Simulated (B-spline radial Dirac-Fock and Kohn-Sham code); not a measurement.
The ion Cu²⁺ in the configuration [Ar] 3d9, inside a Watson sphere of charge −2 and radius 2.7 Å that stands in for a crystal. Level of theory: independent-particle rates on relativistic LDA orbitals of the hole state (multipoles to L = 3), energies from Dirac–Fock ΔSCF; calculated with a radial B-spline solver.

Before looking at the plot, say what to expect. Its caption: X-ray emission lines that fill a K (1s) hole, broadened by a Lorentzian of 2.2 eV full width. Multiplet splitting by the open shell is left out.

The strongest line is K-L3 (Kα1) at 8.0468 keV with 58.9 % of the photons, then K-L2 (Kα2) at 8.0267 keV (30 %), K-M3 (Kβ1) at 8.9043 keV (7.2 %), K-M2 (Kβ3) at 8.9017 keV (3.7 %). The hole has a width of 1.47 eV and a fluorescence yield of 0.451.

The computed plot:

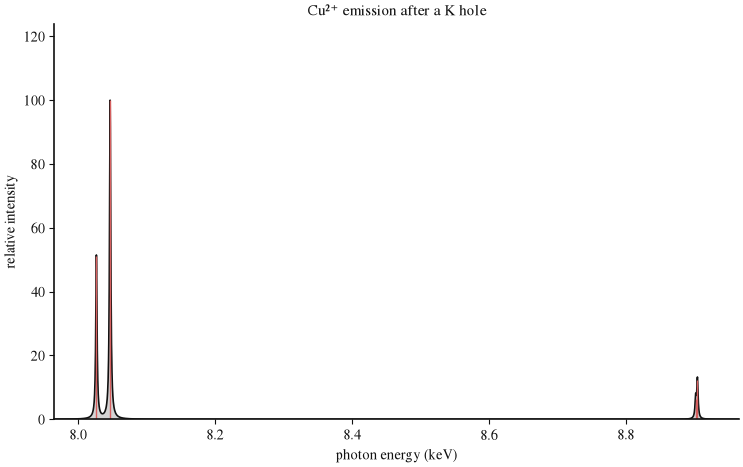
